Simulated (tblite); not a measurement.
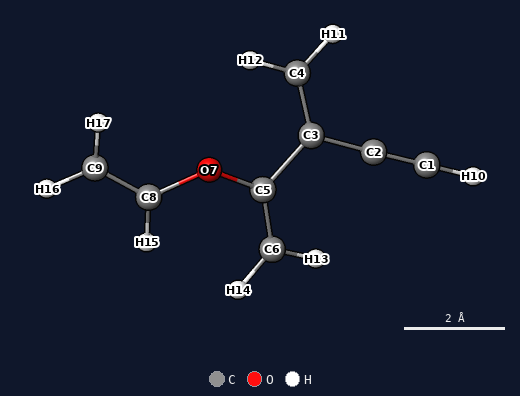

*The structure as given in the input (ball-and-stick view, seen at an oblique angle; atoms are numbered from 1 in the order of the input).*

# Run report: C8H8O, saddle-point search

System: C8H8O.
Method: GFN2-xTB saddle search (eigenvector following) and harmonic vibrations, gas phase (tblite 0.8.0).

**The program's output**
```
step      E/eV     max force
  0    -683.40315   0.0577
  1    -683.41626   0.1045
  2    -683.40924   0.0524
  3    -683.41635   0.0617
  4    -683.42281   0.0751
  5    -683.42717   0.0847
  6    -683.43137   0.0620
  7    -683.43485   0.1147
  8    -683.43321   0.0383
  9    -683.43548   0.0510
 10    -683.43726   0.0455
 11    -683.43882   0.0469
 12    -683.43924   0.0710
 13    -683.43945   0.0355
 14    -683.43952   0.0275
 15    -683.43951   0.0614
 16    -683.43959   0.0063
 17    -683.43960   0.0085
 18    -683.43960   0.0000
lowest wavenumbers (cm-1): -94.1 27.4 95.5 122.4 184.9 222.8
```

**Trajectory as extended XYZ (Å, eV, eV/Å), 12 frames, from step=0 to step=18**
```
17
Properties=species:S:1:pos:R:3:forces:R:3 step=0 energy=-683.40315
C     3.6949   -0.2440   -0.0839    0.0360  -0.0060  -0.0020
C     2.5575    0.1344   -0.0312   -0.0110   0.0010  -0.0050
C     1.2226    0.6095    0.0323    0.0150   0.0050   0.0050
C     0.9584    1.9170   -0.0607    0.0130   0.0060   0.0050
C     0.1568   -0.3998    0.1818   -0.0020   0.0100  -0.0470
C     0.3907   -1.7060    0.0508    0.0000   0.0030   0.0190
O    -1.0515    0.1875    0.4400    0.0000   0.0160  -0.0510
C    -2.2129   -0.3953    0.0490   -0.0010   0.0050  -0.0270
C    -3.3368    0.3023    0.0170   -0.0140  -0.0150   0.0170
H     4.6883   -0.5780   -0.1297    0.0090  -0.0010   0.0000
H     1.7451    2.6397   -0.1880    0.0170   0.0030   0.0190
H    -0.0518    2.2829   -0.0116    0.0090   0.0020  -0.0060
H     1.3815   -2.0460   -0.1846    0.0010  -0.0140   0.0560
H    -0.3654   -2.4612    0.1690   -0.0140   0.0120  -0.0130
H    -2.1655   -1.4320   -0.2583   -0.0140   0.0050  -0.0280
H    -4.2550   -0.1458   -0.3084   -0.0220  -0.0160   0.0420
H    -3.3569    1.3349    0.3165   -0.0220  -0.0160   0.0150
17
Properties=species:S:1:pos:R:3:forces:R:3 step=1 energy=-683.41626
C     3.7115   -0.2327   -0.0521   -0.0060   0.0000   0.0000
C     2.5675    0.1293   -0.0198    0.0160  -0.0090  -0.0040
C     1.2318    0.6060    0.0179    0.0080   0.0010   0.0000
C     0.9772    1.9160   -0.0681    0.0150   0.0120   0.0030
C     0.1546   -0.3965    0.1358    0.0020   0.0180  -0.0270
C     0.3846   -1.7055    0.0235    0.0090   0.0040   0.0110
O    -1.0522    0.2070    0.3556   -0.0610  -0.0480  -0.0700
C    -2.2269   -0.3990    0.0422    0.0200   0.0270  -0.0120
C    -3.3549    0.2944    0.0439   -0.0260  -0.0270   0.0080
H     4.7091   -0.5566   -0.0800   -0.0040  -0.0050   0.0020
H     1.7710    2.6358   -0.1674    0.0070  -0.0060   0.0150
H    -0.0324    2.2864   -0.0408    0.0200   0.0060  -0.0040
H     1.3822   -2.0541   -0.1706   -0.0270   0.0040   0.0440
H    -0.3800   -2.4558    0.1172    0.0000   0.0170  -0.0080
H    -2.1928   -1.4471   -0.2277    0.0090   0.0340  -0.0130
H    -4.2901   -0.1654   -0.2168    0.0500   0.0120   0.0500
H    -3.3600    1.3378    0.3072   -0.0320  -0.0410   0.0060
17
Properties=species:S:1:pos:R:3:forces:R:3 step=3 energy=-683.41635
C     3.7076   -0.2349   -0.0891    0.0200  -0.0080   0.0000
C     2.5659    0.1306   -0.0336   -0.0100   0.0000  -0.0030
C     1.2313    0.6072    0.0263   -0.0010   0.0090  -0.0030
C     0.9740    1.9179   -0.0423    0.0180   0.0010   0.0030
C     0.1556   -0.3967    0.1435   -0.0030   0.0100  -0.0190
C     0.3883   -1.7066    0.0483    0.0050   0.0090   0.0070
O    -1.0541    0.2068    0.3470   -0.0110  -0.0180  -0.0580
C    -2.2263   -0.4007    0.0347    0.0160  -0.0040  -0.0150
C    -3.3512    0.2966    0.0209   -0.0340  -0.0010   0.0110
H     4.7031   -0.5617   -0.1366    0.0080  -0.0060   0.0020
H     1.7645    2.6409   -0.1414    0.0190  -0.0030   0.0130
H    -0.0359    2.2851   -0.0005    0.0130   0.0120  -0.0020
H     1.3881   -2.0571   -0.1291   -0.0230   0.0050   0.0360
H    -0.3772   -2.4560    0.1402   -0.0050   0.0120  -0.0020
H    -2.1936   -1.4528   -0.2195    0.0060   0.0310  -0.0140
H    -4.2859   -0.1626   -0.2375    0.0070  -0.0080   0.0370
H    -3.3542    1.3439    0.2686   -0.0270  -0.0410   0.0080
17
Properties=species:S:1:pos:R:3:forces:R:3 step=4 energy=-683.42281
C     3.7178   -0.2259   -0.0708   -0.0110  -0.0030   0.0010
C     2.5709    0.1259   -0.0281    0.0150  -0.0080  -0.0030
C     1.2358    0.6035    0.0169   -0.0010   0.0040  -0.0040
C     0.9863    1.9160   -0.0477    0.0160   0.0080   0.0020
C     0.1533   -0.3953    0.1174   -0.0010   0.0100  -0.0120
C     0.3824   -1.7069    0.0351    0.0070   0.0130   0.0050
O    -1.0553    0.2170    0.2965   -0.0360  -0.0330  -0.0570
C    -2.2334   -0.4009    0.0278    0.0080   0.0290  -0.0070
C    -3.3622    0.2914    0.0384   -0.0130  -0.0310   0.0040
H     4.7170   -0.5438   -0.1071   -0.0030  -0.0090   0.0030
H     1.7827    2.6346   -0.1315    0.0110  -0.0060   0.0110
H    -0.0221    2.2888   -0.0177    0.0180   0.0120  -0.0010
H     1.3843   -2.0629   -0.1189   -0.0280   0.0120   0.0290
H    -0.3878   -2.4530    0.1152    0.0000   0.0130   0.0000
H    -2.2048   -1.4559   -0.2116    0.0130   0.0130  -0.0160
H    -4.3033   -0.1739   -0.1855    0.0330  -0.0040   0.0350
H    -3.3615    1.3414    0.2715   -0.0280  -0.0190   0.0110
17
Properties=species:S:1:pos:R:3:forces:R:3 step=6 energy=-683.43137
C     3.7235   -0.2252   -0.0701   -0.0150  -0.0050   0.0010
C     2.5741    0.1190   -0.0322    0.0110  -0.0040  -0.0020
C     1.2412    0.6048    0.0072    0.0010   0.0150  -0.0040
C     1.0086    1.9216   -0.0317    0.0100  -0.0040   0.0010
C     0.1486   -0.3854    0.0788   -0.0020   0.0110  -0.0070
C     0.3746   -1.6994    0.0267    0.0050   0.0150   0.0030
O    -1.0608    0.2379    0.2024   -0.0270  -0.0390  -0.0400
C    -2.2420   -0.4037    0.0186    0.0140   0.0080  -0.0070
C    -3.3775    0.2772    0.0450   -0.0170  -0.0070   0.0040
H     4.7241   -0.5394   -0.1024   -0.0100  -0.0140   0.0030
H     1.8165    2.6301   -0.0903    0.0070  -0.0020   0.0070
H     0.0055    2.3081   -0.0054    0.0150   0.0080   0.0000
H     1.3803   -2.0614   -0.0797   -0.0190   0.0130   0.0190
H    -0.3999   -2.4425    0.0863    0.0020   0.0090   0.0010
H    -2.2145   -1.4707   -0.1638    0.0140   0.0380  -0.0080
H    -4.3213   -0.2099   -0.1112    0.0320   0.0030   0.0250
H    -3.3811    1.3388    0.2219   -0.0210  -0.0440   0.0050
17
Properties=species:S:1:pos:R:3:forces:R:3 step=8 energy=-683.43321
C     3.7225   -0.2280   -0.0821   -0.0090  -0.0070   0.0010
C     2.5738    0.1176   -0.0382    0.0050  -0.0020  -0.0020
C     1.2422    0.6066    0.0075    0.0000   0.0120  -0.0040
C     1.0145    1.9245   -0.0183    0.0080  -0.0010   0.0010
C     0.1473   -0.3814    0.0718   -0.0020   0.0090  -0.0070
C     0.3733   -1.6958    0.0313    0.0030   0.0120   0.0030
O    -1.0627    0.2437    0.1760   -0.0130  -0.0200  -0.0300
C    -2.2431   -0.4044    0.0160    0.0090   0.0020  -0.0090
C    -3.3810    0.2726    0.0377   -0.0130  -0.0050   0.0050
H     4.7223   -0.5438   -0.1198   -0.0070  -0.0150   0.0030
H     1.8253    2.6300   -0.0710    0.0070   0.0000   0.0060
H     0.0131    2.3149    0.0130    0.0110   0.0080   0.0000
H     1.3799   -2.0587   -0.0593   -0.0100   0.0100   0.0160
H    -0.4017   -2.4387    0.0856    0.0010   0.0080   0.0020
H    -2.2139   -1.4747   -0.1427    0.0100   0.0250  -0.0100
H    -4.3233   -0.2219   -0.0990    0.0160  -0.0050   0.0190
H    -3.3886    1.3374    0.1915   -0.0160  -0.0320   0.0060
17
Properties=species:S:1:pos:R:3:forces:R:3 step=9 energy=-683.43548
C     3.7190   -0.2369   -0.0954   -0.0090  -0.0060   0.0010
C     2.5730    0.1170   -0.0454    0.0060  -0.0010  -0.0010
C     1.2438    0.6118    0.0071   -0.0010   0.0160  -0.0040
C     1.0223    1.9310   -0.0015    0.0080  -0.0070   0.0010
C     0.1461   -0.3739    0.0608   -0.0020   0.0090  -0.0060
C     0.3731   -1.6886    0.0342    0.0040   0.0120   0.0020
O    -1.0651    0.2527    0.1402   -0.0160  -0.0350  -0.0260
C    -2.2442   -0.4058    0.0144    0.0140  -0.0030  -0.0090
C    -3.3861    0.2645    0.0293   -0.0190   0.0050   0.0050
H     4.7165   -0.5595   -0.1383   -0.0070  -0.0130   0.0030
H     1.8368    2.6330   -0.0455    0.0050  -0.0010   0.0050
H     0.0231    2.3262    0.0355    0.0080   0.0060   0.0000
H     1.3815   -2.0512   -0.0361   -0.0140   0.0110   0.0130
H    -0.4016   -2.4322    0.0807    0.0020   0.0070   0.0010
H    -2.2119   -1.4810   -0.1098    0.0110   0.0430  -0.0060
H    -4.3264   -0.2414   -0.0794    0.0240   0.0060   0.0170
H    -3.4000    1.3341    0.1492   -0.0140  -0.0490   0.0030
17
Properties=species:S:1:pos:R:3:forces:R:3 step=11 energy=-683.43882
C     3.7114   -0.2584   -0.0889   -0.0240   0.0040   0.0010
C     2.5720    0.1173   -0.0468    0.0230  -0.0070  -0.0010
C     1.2466    0.6240   -0.0010    0.0030   0.0060  -0.0020
C     1.0358    1.9447    0.0118    0.0030  -0.0040   0.0000
C     0.1443   -0.3579    0.0270    0.0000   0.0040  -0.0020
C     0.3734   -1.6725    0.0155    0.0020   0.0060   0.0010
O    -1.0687    0.2687    0.0667   -0.0280  -0.0360  -0.0110
C    -2.2445   -0.4067    0.0170    0.0170   0.0000  -0.0050
C    -3.3957    0.2475    0.0327   -0.0180   0.0040   0.0020
H     4.7035   -0.5987   -0.1252   -0.0110  -0.0030   0.0020
H     1.8569    2.6401   -0.0107   -0.0010  -0.0020   0.0020
H     0.0397    2.3483    0.0454    0.0070   0.0010   0.0000
H     1.3842   -2.0329   -0.0195   -0.0100   0.0060   0.0060
H    -0.3996   -2.4187    0.0406    0.0030   0.0060   0.0010
H    -2.2039   -1.4868   -0.0422    0.0100   0.0360  -0.0030
H    -4.3301   -0.2796   -0.0117    0.0330   0.0170   0.0080
H    -3.4254    1.3217    0.0895   -0.0090  -0.0380   0.0020
17
Properties=species:S:1:pos:R:3:forces:R:3 step=13 energy=-683.43945
C     3.7059   -0.2741   -0.0122   -0.0340   0.0100   0.0020
C     2.5710    0.1180   -0.0143    0.0280  -0.0070  -0.0030
C     1.2472    0.6325   -0.0157    0.0150  -0.0060   0.0000
C     1.0412    1.9538   -0.0195   -0.0070  -0.0020   0.0010
C     0.1432   -0.3480   -0.0159    0.0040  -0.0280   0.0000
C     0.3737   -1.6619   -0.0640   -0.0170   0.0200   0.0020
O    -1.0708    0.2758    0.0310   -0.0060  -0.0010  -0.0060
C    -2.2425   -0.4064    0.0530    0.0150  -0.0250   0.0000
C    -3.3991    0.2375    0.0690   -0.0150   0.0190  -0.0010
H     4.6940   -0.6280   -0.0097   -0.0160   0.0060  -0.0010
H     1.8657    2.6455   -0.0217   -0.0010   0.0020   0.0010
H     0.0461    2.3622   -0.0214    0.0140  -0.0070   0.0010
H     1.3849   -2.0195   -0.0982    0.0090  -0.0020   0.0000
H    -0.3973   -2.4106   -0.0732    0.0020   0.0120   0.0010
H    -2.1948   -1.4877    0.0613    0.0060   0.0300   0.0010
H    -4.3267   -0.3014    0.0891    0.0060   0.0080   0.0040
H    -3.4416    1.3125    0.0622   -0.0010  -0.0300  -0.0020
17
Properties=species:S:1:pos:R:3:forces:R:3 step=14 energy=-683.43952
C     3.7046   -0.2767   -0.0133   -0.0150   0.0040   0.0010
C     2.5708    0.1174   -0.0164    0.0150  -0.0040  -0.0020
C     1.2482    0.6336   -0.0182    0.0020  -0.0010   0.0000
C     1.0440    1.9551   -0.0194    0.0010   0.0020   0.0010
C     0.1429   -0.3455   -0.0195    0.0010   0.0110   0.0010
C     0.3722   -1.6593   -0.0579    0.0060  -0.0090   0.0000
O    -1.0711    0.2793    0.0181   -0.0150  -0.0040   0.0010
C    -2.2414   -0.4057    0.0435   -0.0090   0.0260  -0.0010
C    -3.4006    0.2337    0.0727    0.0110  -0.0220   0.0000
H     4.6920   -0.6320   -0.0104   -0.0050   0.0020  -0.0010
H     1.8693    2.6460   -0.0196   -0.0020  -0.0020   0.0010
H     0.0497    2.3643   -0.0208    0.0010   0.0000   0.0010
H     1.3834   -2.0184   -0.0856   -0.0030   0.0000   0.0000
H    -0.4001   -2.4061   -0.0649    0.0010  -0.0040   0.0000
H    -2.1899   -1.4851    0.0412    0.0010  -0.0230   0.0020
H    -4.3269   -0.3076    0.0945    0.0130   0.0010   0.0000
H    -3.4469    1.3070    0.0758   -0.0030   0.0240  -0.0020
17
Properties=species:S:1:pos:R:3:forces:R:3 step=16 energy=-683.43959
C     3.7045   -0.2758   -0.0399   -0.0060   0.0020   0.0000
C     2.5707    0.1181   -0.0291    0.0050  -0.0010   0.0000
C     1.2477    0.6332   -0.0147    0.0020   0.0010   0.0000
C     1.0427    1.9546   -0.0055   -0.0010  -0.0020   0.0000
C     0.1432   -0.3466   -0.0103    0.0000  -0.0040   0.0000
C     0.3736   -1.6609   -0.0328   -0.0010   0.0040   0.0000
O    -1.0711    0.2779    0.0180    0.0000  -0.0020   0.0000
C    -2.2421   -0.4057    0.0314    0.0010  -0.0010   0.0000
C    -3.4000    0.2357    0.0598   -0.0010   0.0000   0.0000
H     4.6920   -0.6304   -0.0496   -0.0030   0.0010   0.0000
H     1.8674    2.6460   -0.0091    0.0000   0.0000   0.0000
H     0.0482    2.3632    0.0055    0.0020  -0.0010   0.0000
H     1.3850   -2.0197   -0.0543    0.0000   0.0010   0.0000
H    -0.3980   -2.4087   -0.0315    0.0000   0.0010   0.0000
H    -2.1924   -1.4859    0.0185    0.0010   0.0020   0.0000
H    -4.3266   -0.3048    0.0707    0.0020   0.0010   0.0000
H    -3.4448    1.3097    0.0728    0.0000  -0.0020   0.0000
17
Properties=species:S:1:pos:R:3:forces:R:3 step=18 energy=-683.43960
C     3.7041   -0.2758   -0.0548    0.0000   0.0000   0.0000
C     2.5705    0.1181   -0.0353    0.0000   0.0000   0.0000
C     1.2478    0.6333   -0.0119    0.0000   0.0000   0.0000
C     1.0429    1.9546    0.0034    0.0000   0.0000   0.0000
C     0.1433   -0.3466   -0.0055    0.0000   0.0000   0.0000
C     0.3736   -1.6609   -0.0215    0.0000   0.0000   0.0000
O    -1.0711    0.2780    0.0179    0.0000   0.0000   0.0000
C    -2.2420   -0.4057    0.0281    0.0000   0.0000   0.0000
C    -3.4001    0.2356    0.0510    0.0000   0.0000   0.0000
H     4.6914   -0.6304   -0.0719    0.0000   0.0000   0.0000
H     1.8677    2.6460   -0.0018    0.0000   0.0000   0.0000
H     0.0486    2.3631    0.0212    0.0000   0.0000   0.0000
H     1.3850   -2.0196   -0.0394    0.0000   0.0000   0.0000
H    -0.3979   -2.4085   -0.0176    0.0000   0.0000   0.0000
H    -2.1921   -1.4858    0.0170    0.0000   0.0000   0.0000
H    -4.3267   -0.3049    0.0590    0.0000   0.0000   0.0000
H    -3.4451    1.3095    0.0620    0.0000   0.0000   0.0000
```

The run was set up as follows.

**The input**
```
{"job": {"xc": "GFN2-xTB", "basis": "xTB", "kind": "saddle"}, "charge": 0, "multiplicity": 1}
C      3.694942    -0.244004    -0.083899
C      2.557499     0.134352    -0.031173
C      1.222583     0.609456     0.032325
C      0.958412     1.916950    -0.060738
C      0.156826    -0.399818     0.181771
C      0.390735    -1.705965     0.050780
O     -1.051466     0.187482     0.439979
C     -2.212912    -0.395331     0.048992
C     -3.336786     0.302331     0.017001
H      4.688251    -0.578042    -0.129655
H      1.745079     2.639687    -0.188004
H     -0.051805     2.282921    -0.011639
H      1.381533    -2.045976    -0.184601
H     -0.365410    -2.461167     0.168984
H     -2.165538    -1.432023    -0.258254
H     -4.255045    -0.145761    -0.308403
H     -3.356899     1.334910     0.316535
```

The first line tells a small driver script what to run in tblite; the rest is the geometry in Å.

Command:
```bash
OMP_NUM_THREADS=1 python <driver script> task.json out
```

**Results in brief**

| quantity | value |
| --- | --- |
| outcome | converged |
| total energy | −683.4396 eV |
| point group | Cs |
| hardware | 1 CPU thread, shared host |
| wall time | 3.8 s |
| peak memory | 0.2 GiB |
